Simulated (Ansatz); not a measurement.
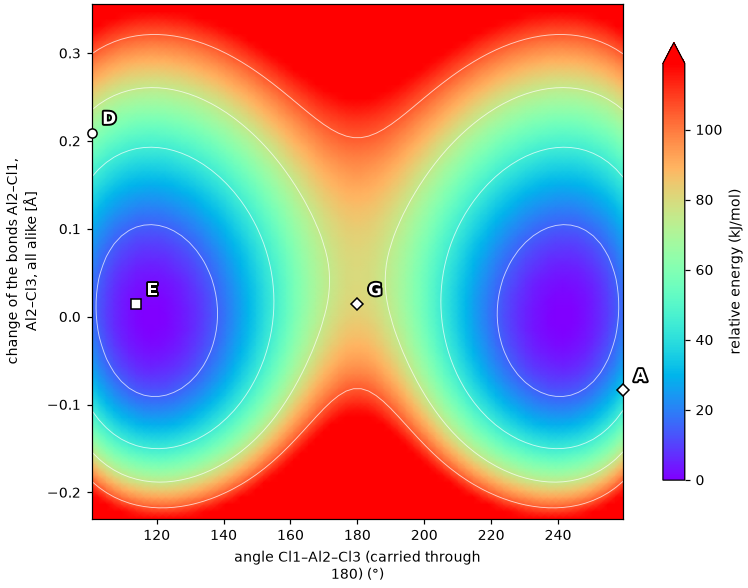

AlCl₂, SMILES [Cl][Al][Cl], spin multiplicity 2. Coordinates scanned: (1) angle Cl1–Al2–Cl3 (carried through 180); (2) change of the bonds Al2–Cl1, Al2–Cl3, all alike. Nothing is relaxed (all other coordinates rigid). Grid: 13 × 13 points; 91 points were computed and 78 follow by symmetry. Points are written as (first, second). All energies are given in kJ/mol relative to the relaxed molecule at the same level. Theory: Ansatz, UKS r2SCAN0-D4/def2-TZVP.

In the figure: a smooth colour map with a few white contour lines, one colour for all values above the top of the scale, lettered points. Between grid points the surface is interpolated.

Rank the lettered points by energy, lowest first.

Answer. E (1.3 kJ/mol), A (35 kJ/mol), D (64 kJ/mol), G (82 kJ/mol).
